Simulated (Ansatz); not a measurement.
**Profile along the Yb–Yb line in Yb (fcc, Cu type)**

Yb (fcc, Cu type)

```yaml
crystal:
  lattice:
    - [0.00000, 2.61182, 2.61182]
    - [2.61182, 0.00000, 2.61182]
    - [2.61182, 2.61182, 0.00000]
  atoms:
    - { symbol: Yb, position: [0.00000, 0.00000, 0.00000] }
```

Fields along a shortest Yb–Yb line of a {100} plane (3.69 Å), from Yb to Yb, interpolated on the slice's grid (step about 0.1 Å). All values below come from PBE (plane waves to 420 eV, PAW, scalar-relativistic; Ansatz, an electronic-structure program). k mesh 15×15×15. These are valence fields of a PAW run, semicore shells included where kept as valence: close to a nucleus they are smooth pseudo fields. The relaxed volume of Yb is well below the measured one. Yb is run without spin polarisation. Yb was relaxed with its symmetry unable to fall. The filling of the f shell was not checked against other fillings, so treat energies with care.

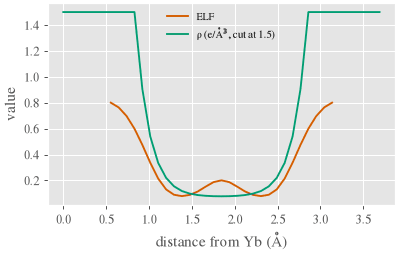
*ELF (away from the nuclei) and valence density from Yb to Yb.*

Density on the Yb–Yb line (3.69 Å) at its midpoint: 0.08 e/Å³. ELF at that point: 0.20.
